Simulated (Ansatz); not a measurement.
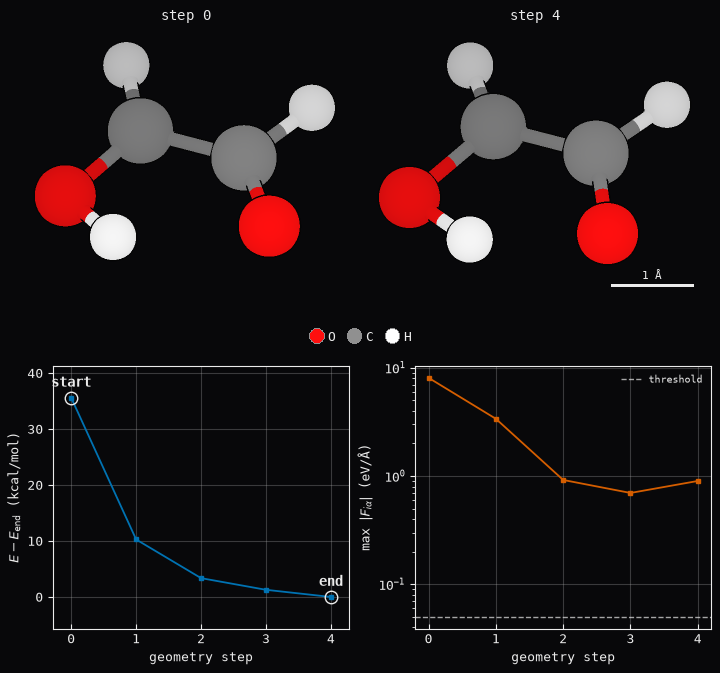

First and last geometry of a relaxation of C$_{2}$H$_{3}$O$_{2}$ (charge −1), with the history of the run. The picture is a ball-and-stick view, seen from a free direction.

Theory: RKS CAM-B3LYP-D4/STO-3G (Ansatz).

Input file:
```yaml
crystal:
  periodic: [false, false, false]
  atoms:
    - {symbol: O, position_ang: [-1.388119, -0.746005, -0.528113]}
    - {symbol: C, position_ang: [-0.796474, 0.176452, -0.026255]}
    - {symbol: C, position_ang: [0.565563, 0.316040, 0.159313]}
    - {symbol: O, position_ang: [1.229568, -0.756481, -0.169714]}
    - {symbol: H, position_ang: [-1.420248, 1.040579, 0.278036]}
    - {symbol: H, position_ang: [1.009548, 1.225946, 0.637019]}
    - {symbol: H, position_ang: [0.472221, -1.246956, -0.517601]}
basis:
  gaussian: {orbitals: STO-3G}
total_charge: -1
hamiltonian: {xc: {name: CAM-B3LYP}, dispersion: d4}
relax: {f_tol: 0.05, max_steps: 5, max_displacement: 0.05}
```

Command:
```bash
ansatz run in.yaml --threads 2 --pin off --events-out ev --progress --plain --max-ram 3481MiB
```

Did the run converge, and what did it change?

The relaxation stopped without meeting its thresholds, so the last structure isn't shown to be converged. It used up its limit of 5 steps. O1 moves most after the best rigid fit: 0.16 Å. By element the largest moves are O 0.16 Å, H 0.10 Å, C 0.09 Å. Some distances before and after: C3–O4 1.304 → 1.455 Å, O1–C2 1.205 → 1.326 Å, O4–H7 0.967 → 1.064 Å, C3–H6 1.119 → 1.085 Å. Bond angles that change, for instance: O1–C2–C3 128.1° → 119.8°, C2–C3–H6 122.0° → 129.0°, O1–C2–H5 115.8° → 122.5°. Over 4 geometry steps the energy falls by 35.6 kcal/mol. The largest force component goes from 8.1 to 0.9 eV/Å. The run took 2.5 s on 2 threads of Arm Neoverse V2, on a shared host.

Limits of the set-up: STO-3G is a minimal basis, so the numbers are rough.
